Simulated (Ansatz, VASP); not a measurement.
**Cross-check of Cr2SbP between VASP and Ansatz**

Aim: how closely do two programs agree when they are given the same cell, functional and k mesh? The cell is invented: As first built, before any earlier steps moved the atoms: it takes the Cr2SbAs structure with some of its atoms replaced by other elements, volume scaled by an estimate. It may not be a known or stable phase. The cell comes out of the VASP series on this material, whose earlier steps may have relaxed, scaled or displaced it; both programs get it as it stands.

Main program and level: Ansatz 0.2.0; plane waves, with VASP 6.6.1 beside it; relaxation of cell and atoms at r2SCAN with D3(BJ), DFT+U.

**1. The starting structure**

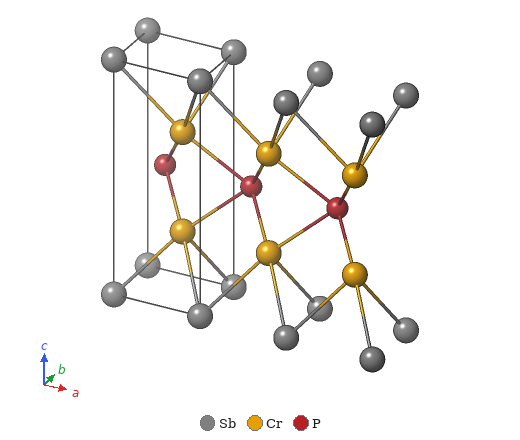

The cell as given, from a free direction (antimony grey, chromium orange, phosphorus red). 3×1×1 cells are drawn. Bonds to atoms that aren't drawn are left out. Some periodic images of atoms are drawn too.

**2. Ansatz: relaxation of cell and atoms, r2SCAN with D3(BJ), DFT+U**

Ansatz runs on its default PAW (the set named soft_2) files.

The relaxed volume is the usual yardstick between codes: its relative difference is about their pressure difference at one cell divided by the bulk modulus.

input.yaml reads:

```yaml
crystal:
  lattice:
    - [3.5905188203, -3.6e-08, 0.0]
    - [-1.7952589682, 3.1094800316, 0.0]
    - [0.0, 0.0, 7.0353571317]
  atoms:
    - { symbol: Sb, position: [0.0, 0.0, 0.0] }
    - { symbol: Cr, position: [0.66666667, 0.33333333, 0.7115475594], spin: 3.0 }
    - { symbol: Cr, position: [0.66666667, 0.33333333, 0.2884524406], spin: 3.0 }
    - { symbol: P, position: [0.33333333, 0.66666667, 0.5] }
hamiltonian:
  xc: r2scan
  pseudopotentials: { kind: paw }
  dispersion: d3bj
  hubbard: { sites: [{ species: Cr, l: d, u_eff: 6.2 }] }
magnetization:
  spin_polarized: true
kpoints:
  mp_grid: { grid: [7, 7, 3] }
scf:
  occupations: { method: fermi_dirac, width: 0.05 }
relax:
  f_tol: 0.01
  max_steps: 60
  cell: { stress_tol: 0.05 }
output:
  forces: true
  stress: true
  write_density: true
  write_potential: true
  elf: true
  volumetric_format: npy
```

Started as:

```
$ ansatz run input.yaml --threads 4 --pin off --max-ram 9216MiB --backend cpu --events-out ev --progress --plain --runs-dir out
```

Numbers of over 12 decimals in the logs are rounded to 6 here.

What it wrote:

```text
Warning: the atoms were moved onto the symmetric positions of the space group found under crystal.symmetry.tolerance 1.0e-5 (fractional; no operation is sought that the atoms, as they stand in a round, miss by more than twice it, and no atom is moved by as much as it), and the run uses the moved positions. Before a round's move an operation carried an atom to 4.49e-8 Å from where it should land, the largest such dist [...]
Warning: the engine holds no damping parameters fitted to this dispersion correction and functional, so the run takes those fitted to r2scan beside the three-body term, which d3bj leaves out (hamiltonian.dispersion, under Limitations)
Sb: projections on atomic orbitals take those of the free atom [Kr] 4d10 5s2 5p3, of charge +0.00 (hamiltonian.pseudopotentials.projection_atoms); the dataset's partial waves leave at most 3.6e-6 of an orbital's norm unspanned inside its sphere
Cr: projections on atomic orbitals take those of the free atom [Ne] 3s2 3p6 3d5 4s1, of charge +0.00 (hamiltonian.pseudopotentials.projection_atoms); the dataset's partial waves leave at most 7.0e-7 of an orbital's norm unspanned inside its sphere
P: projections on atomic orbitals take those of the free atom [Ne] 3s2 3p3, of charge +0.00 (hamiltonian.pseudopotentials.projection_atoms); the dataset's partial waves leave at most 1.0e-7 of an orbital's norm unspanned inside its sphere
Engine: ansatz 0.2.0, x86_64-unknown-linux-gnu
Pseudopotentials: kind: paw
Pseudopotential: Sb, paw, valence charge 15, recommended cutoff 500 eV (meta_gga), Sb.paw.azcp
Pseudopotential: Cr, paw, valence charge 14, recommended cutoff 500 eV (meta_gga), Cr.paw.azcp
Pseudopotential: P, paw, valence charge 5, recommended cutoff 500 eV (meta_gga), P.paw.azcp
Functional definition: r2SCAN
  parameter k0 = 0.174
  parameter k1 = 0.065
  parameter a1 = 4.9479
  exchange = r2scan_x(k0 = k0, k1 = k1, a1 = a1)
  correlation = r2scan_c
Crystal: 4 atoms, lattice volume = 78.547 Å³
Basis set: ecut = 500 eV, 2041 PW (Γ), exchange–correlation on 108×108×216 points (64 copies of the dense FFT grid, shifted against one another)
Bands: 33, of which v1, the nominal top of the filled ones, is band 24 counted from 1 (23 counted from 0)
Symmetry: 12 space group operations
Space group: P-6m2 (ITA 187), of the structure as read, at distance tolerance 4.3e-5 Å
Magnetic group: BNS 187.209 (UNI 1439), of the structure as read, at distance tolerance 4.3e-5 Å
k-points: 16 of 147 (time reversal used)
Non-local potential: Sb, projectors of the file, l = 0: 2, l = 1: 2, l = 2: 2, l = 3: 2
Non-local potential: Cr, projectors of the file, l = 0: 3, l = 1: 2, l = 2: 3, l = 3: 1
Non-local potential: P, projectors of the file, l = 0: 2, l = 1: 2, l = 2: 2
PAW form: soft (Blöchl's): semilocal exchange-correlation on the pseudo side does not see the compensation charge
PAW frozen core: Sb, regenerated for the run's functional (the file was generated under x = pbe(κ = 0.804, μ = 0.219515), c = pbe(β = 0.066725))
PAW frozen core: Cr, regenerated for the run's functional (the file was generated under x = pbe(κ = 0.804, μ = 0.219515), c = pbe(β = 0.066725))
PAW frozen core: P, regenerated for the run's functional (the file was generated under x = pbe(κ = 0.804, μ = 0.219515), c = pbe(β = 0.066725))
PAW one-centre angular grid: Sb, 590 points (default); XC on 160 Gauss nodes
PAW one-centre angular grid: Cr, 590 points (default); XC on 160 Gauss nodes
PAW one-centre angular grid: P, 302 points (default); XC on 160 Gauss nodes
Initial density: superposition of atomic densities (chi_scale 0.1, normalization cell)
Starting moments: Σ|m| = 6 μB on 2 of 4 sites
Initial wavefunctions: pseudopotential atomic-orbital guess
Functional: x = r2scan, c = r2scan; τ floored in thin density (d = 2e-4 eV/Å³)
SCF iter   1: F=—  HF=-14019.358075 eV  |F-HF|=—  |Δ(HF+E_count)|=         —  Δρ=8.56e-2 (↑1.86e-2 ↓8.56e-2)  dr2=8.44e0  dr2_τ=7.91e-2  dr2_m=1.39e0  M=7.267 μB ∫|m|=8.034 μB  β_m=1.00  ethr=3.10e-3  ⟨swp⟩=6.4  Hψ=4429  notcnv=0
preconditioner: auto → Kerker (q_TF=auto, 2.513 Å⁻¹)  [metal: Δε(μ)=0.092 eV  Ē_g=8.657 eV  σ=0.050 eV  W_gap=0.41  n_scr=22 (ndim 8)  ℏωp=19.7 eV  f_vac=0.000  D(μ)=2.04/eV (n_scr^D=10)]
spin=Collinear: Kerker preconditioning applied to the charge; magnetization (m = ρ↑ − ρ↓) channel mixes plain (no charge-response kernel on spin).
SCF iter   2: F=—  HF=-14019.418602 eV  |F-HF|=—  |Δ(HF+E_count)|=   6.05e-2  Δρ=3.35e-2 (↑1.71e-2 ↓3.35e-2)  dr2=1.78e0  dr2_τ=1.29e-2  dr2_m=3.28e-1  M=7.306 μB ∫|m|=8.909 μB  β_m=1.00  ethr=3.10e-3  ⟨swp⟩=3.1  Hψ=2264  notcnv=0  defer=29  κ⁻¹=1.0e0(r=1)
SCF iter   3: F=—  HF=-14019.769174 eV  |F-HF|=—  |Δ(HF+E_count)|=   3.51e-1  Δρ=1.50e-2 (↑1.50e-2 ↓1.24e-2)  dr2=6.07e-1  dr2_τ=5.24e-3  dr2_m=7.05e-2  M=7.306 μB ∫|m|=9.330 μB  β_m=1.00  ethr=3.10e-3  ⟨swp⟩=2.0  Hψ=1424  notcnv=0  defer=33  κ⁻¹=1.4e-2(r=2)
SCF iter   4: F=—  HF=-14020.096630 eV  |F-HF|=—  |Δ(HF+E_count)|=   3.27e-1  Δρ=3.63e-3 (↑3.63e-3 ↓3.63e-3)  dr2=4.97e-2  dr2_τ=1.18e-3  dr2_m=4.07e-3  M=7.306 μB ∫|m|=9.447 μB  β_m=1.00  ethr=1.26e-3  ⟨swp⟩=3.6  Hψ=2040  notcnv=0  defer=36  κ⁻¹=1.7e-4(r=3)
[...]
SCF iter  12: F=-14020.819412 eV  HF=-14020.819435 eV  |F-HF|=2.26e-5  |Δ(HF+E_count)|=   7.38e-5  Δρ=9.69e-5 (↑9.69e-5 ↓9.33e-5)  dr2=7.82e-5  dr2_τ=3.69e-7  dr2_m=4.27e-7  M=7.330 μB ∫|m|=10.029 μB  β_m=1.20  ethr=7.53e-7  ⟨swp⟩=2.0  Hψ=1305  notcnv=0  defer=67  κ⁻¹=8.8e-4(r=5)
SCF iter  13: F=-14020.819443 eV  HF=-14020.819453 eV  |F-HF|=9.75e-6  |Δ(HF+E_count)|=   1.83e-5  Δρ=9.12e-5 (↑9.12e-5 ↓6.51e-5)  dr2=2.65e-5  dr2_τ=3.30e-7  dr2_m=1.30e-6  M=7.329 μB ∫|m|=10.028 μB  β_m=1.20  ethr=1.63e-7  ⟨swp⟩=2.1  Hψ=1328  notcnv=0  defer=67  κ⁻¹=2.9e-4(r=6)
SCF iter  14: F=-14020.819456 eV  HF=-14020.819455 eV  |F-HF|=4.18e-7  |Δ(HF+E_count)|=   1.85e-6  Δρ=3.79e-5 (↑3.79e-5 ↓3.59e-5)  dr2=4.44e-6  dr2_τ=8.86e-8  dr2_m=7.91e-8  M=7.330 μB ∫|m|=10.026 μB  β_m=1.20  ethr=5.53e-8  ⟨swp⟩=2.2  Hψ=1365  notcnv=0  defer=67  κ⁻¹=7.1e-5(r=7)
SCF iter  15: F=-14020.819457 eV  HF=-14020.819456 eV  |F-HF|=6.56e-7  |Δ(HF+E_count)|=   8.27e-7  Δρ=2.62e-5 (↑2.62e-5 ↓1.92e-5)  dr2=1.77e-6  dr2_τ=2.56e-8  dr2_m=3.19e-8  M=7.330 μB ∫|m|=10.026 μB  β_m=1.20  ethr=9.26e-9  ⟨swp⟩=2.0  Hψ=1313  notcnv=0  defer=67  κ⁻¹=3.7e-5(r=8)
SCF iter  16: F=-14020.819457 eV  HF=-14020.819457 eV  |F-HF|=1.38e-7  |Δ(HF+E_count)|=   1.01e-6  Δρ=1.69e-5 (↑1.69e-5 ↓8.74e-6)  dr2=3.47e-7  dr2_τ=9.79e-9  dr2_m=3.90e-8  M=7.330 μB ∫|m|=10.027 μB  β_m=1.20  ethr=3.69e-9  ⟨swp⟩=2.0  Hψ=1532  notcnv=0  defer=67  κ⁻¹=9.6e-6(r=8)
SCF iter  17: F=-14020.819457 eV  HF=-14020.819457 eV  |F-HF|=1.83e-8  |Δ(HF+E_count)|=   2.02e-7  Δρ=8.97e-6 (↑8.97e-6 ↓6.02e-6)  dr2=1.23e-7  dr2_τ=3.51e-9  dr2_m=4.44e-9  M=7.330 μB ∫|m|=10.027 μB  β_m=1.20  ethr=7.23e-10  ⟨swp⟩=2.0  Hψ=1378  notcnv=0  defer=67  κ⁻¹=9.7e-6(r=8)
SCF iter  18: F=-14020.819457 eV  HF=-14020.819457 eV  |F-HF|=1.16e-8  |Δ(HF+E_count)|=   1.23e-9  Δρ=2.90e-6 (↑2.90e-6 ↓2.88e-6)  dr2=1.92e-8  dr2_τ=7.16e-10  dr2_m=6.16e-10  M=7.330 μB ∫|m|=10.027 μB  ethr=2.08e-10  ⟨swp⟩=2.5  Hψ=1977  notcnv=0
SCF 1 converged in 18 iterations: F = -14020.819457 eV  dr2 = 1.92e-8
a single-point calculation of the run's input, under the relaxation's own `scf.mixing.negative_modes` where the relaxation goes by `scf.lower_state_search: light` itself or types `scf.max_iter`, was made at the relaxed geometry, from the atoms, in 18 SCF iterations in all. It converged +0.0 meV from the relaxation's final energy, with moments (-0.32, 3.86, 3.86, -0.70 Bohr magnetons, atom by atom), which does not count as lower, and the relaxation's result stands. No further magnetic order was relaxed to its end, and one can end lower (see `relax.adjacent_minimum`). Of the state that the single point found these notices stand: [rest of the remark cut]
SCF converged after 10 iterations
Stability not checked: this state was not tested for a lower state beside it, because the mixer in use, unlike msr1, does not test its closes by its own steps (another_mixer; see scf.mixing.algorithm and scf.lower_state_search)
Magnetization: 7.3295 μB (27.6648 up, 20.3352 down)
Absolute magnetization: 10.0303 μB (∫|ρ↑−ρ↓|, with the PAW one-centre terms)
Spin contamination: 1.3017 ħ² per cell (⟨S²⟩ above its minimum at these occupations)
Per-site moments (μB) at R_I (Å): [(-0.324797, 1.249117), (3.863351, 1.053662), (3.863351, 1.053662), (-0.701939, 1.053662)]
Free energy (F): -14020.819457 eV
Harris-Foulkes:  -14020.819457 eV  (|F-HF|=6.55e-11)
Internal energy: -14020.809372 eV  (E = F + TS)
E sigma→0 (E₀):  -14020.814415 eV
Entropy (-TS):   -0.010085 eV (-2.521 meV/atom)
Fermi energy:    10.082128 eV
--- Per-component energies (eV) ---
  E_band       = -700.346467
  E_kinetic    = 965.091133
  E_local      = -5122.388589  (includes V_loc(G=0)·N_el)
  E_nonlocal   = 574.086448
  E_hartree    = 2234.181520
  E_xc         = -456.705718
  E_vxc        = -562.365387  (∫ρ·V_xc dr)
  E_hubbard    = 3.163308  (on-site DFT+U / exact-exchange correction)
  E_vhub       = -24.088414  (the Hubbard potential's part of the band-sum identity)
  E_paw        = -7599.927017  (= ΣΔE_a)
  E_vpaw       = -1034.502124  (= ΣTr[D̂ρ^β])
  E_aug_tail   = 0.000464  (compensation charges beyond the density's cutoff)
  E_vtau       = 35.457146  (kinetic-family band-sum trace: ∫τ·v_τ [+ j·A + Jᵃ·Aᵃ] dr)
  E_ewald      = -4617.231888
  E_disp       = -0.949574  (pairwise vdW)
  E_core_change = -0.129460  (= ΣΔE_core)
  E_smearing   = -0.010085  (= −TS)
  E_closure    = 0.000000  (closes the sum)
  Σ components = -14020.819457   (vs F -14020.819457, Δ=0.00e0)
--- Forces (eV/Å), atoms counted from 1 ---
  atom   1  Sb    -0.00000000    -0.00000000    -0.00000000
  atom   2  Cr    -0.00000000    -0.00000000     0.00078107
  atom   3  Cr    -0.00000000    -0.00000000    -0.00078107
  atom   4  P     -0.00000000    -0.00000000     0.00000000
  max |Σ_I F_I| component: 1.12e-16 eV/Å
--- Stress (GPa, compression-positive) ---
       -0.031887       0.000000       0.000000
        0.000000      -0.031887       0.000000
        0.000000       0.000000      -0.015783
  P = ⅓ Tr σ = -0.0265 GPa (-0.265 kbar)
--- Band table (eV; the first three rows and the last of 32) ---
  k-point 0 ↑: bands = [... 20 lower, 6.3593, 6.5799, 6.5799, 6.8330, 7.5126, 7.5126, 10.3864, 13.0407, ... 5 higher]
  k-point 1 ↑: bands = [... 20 lower, 6.3357, 6.6217, 6.6217, 6.7164, 7.4361, 7.4361, 9.3783, 13.2677, ... 5 higher]
  k-point 2 ↑: bands = [... 20 lower, 6.4876, 6.5190, 6.6176, 6.7187, 7.4726, 7.4959, 10.8427, 11.4577, ... 5 higher]
  k-point 15 ↓: bands = [... 20 lower, 8.9044, 14.1116, 14.6241, 15.2958, 16.3965, 16.7071, 16.9830, 17.5232, ... 5 higher]
--- Relaxed structure (5 steps of the walk, 5 accepted, 1 SCFs on fresh bases) ---
  F+E_penalty+E_count = -14020.81945715 eV   max|allowed force component| = 7.811e-4 eV/Å   (the final SCF, on the basis selected at the relaxed cell)
  cell:  # Å, volume = 82.2131 Å³
    - [3.566231, -2.7131218653852036e-7, 3.601665215334694e-18]
    - [-1.783115, 3.088447, -1.8008323703694807e-18]
    - [7.057198236276638e-18, 0, 7.464341]
  atoms:
    - { symbol: Sb, position: [1.8503717111551795e-17, -9.25185850407711e-18, -6.154673238766601e-19] }
    - { symbol: Cr, position: [0.666667, 0.333333, 0.702524] }
    - { symbol: Cr, position: [0.666667, 0.333333, 0.297476] }
    - { symbol: P, position: [0.333333, 0.666667, 0.5] }
```

Wall time 40 s (4 threads of Intel Xeon Platinum 8375C at 2.90GHz (Ice Lake), shared host); peak memory 0.76 GiB; 2.5 min of CPU time.

(Continued in part 2 of 2.)

[Lines on the potential files, build, host, timing and source positions are cut from VASP's logs without a mark.]

[Logs are printed without paths, hosts, clocks, repeated set-up lines and the standing remarks that a program may print on its own settings, such as how far it seeks lower states.]

[Hosts, paths, dates, database ids (printed as entryN), source tags and the programs' standing remarks are cut or masked in the printed files.]
